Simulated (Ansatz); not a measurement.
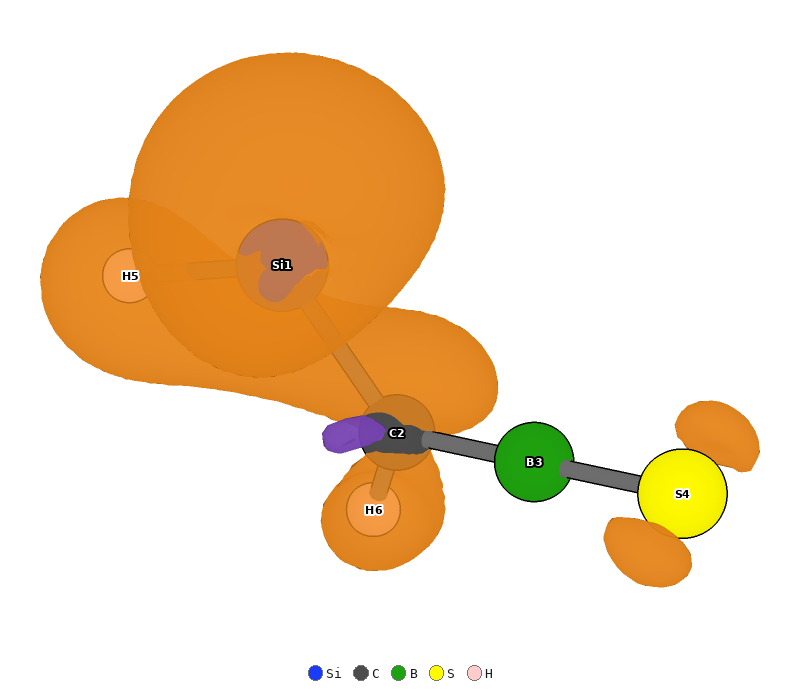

*CH2BSSi (SMILES [SiH]=CB=S) (doublet). Isosurfaces of the spin density at +0.015 (orange) and −0.015 e/Å³ (purple), seen at an oblique angle.*

The calculation used UKS BLYP-D4/6-31G* in Ansatz.

```xyz
6

Si   -0.1466    1.7403   -0.1146
C     0.0791    0.2105    0.7322
B     0.6686    0.0639    2.0885
S     1.2842   -0.0640    3.6063
H    -1.0370    1.6741   -1.3448
H    -0.0848   -0.6910    0.1194
```

**Where is the unpaired spin?**

The unpaired spin (1 electron) lies mostly on Si1 (about 0.7), C2 (about 0.1) and H5 (about 0.1), in electrons by Hirshfeld's partition.
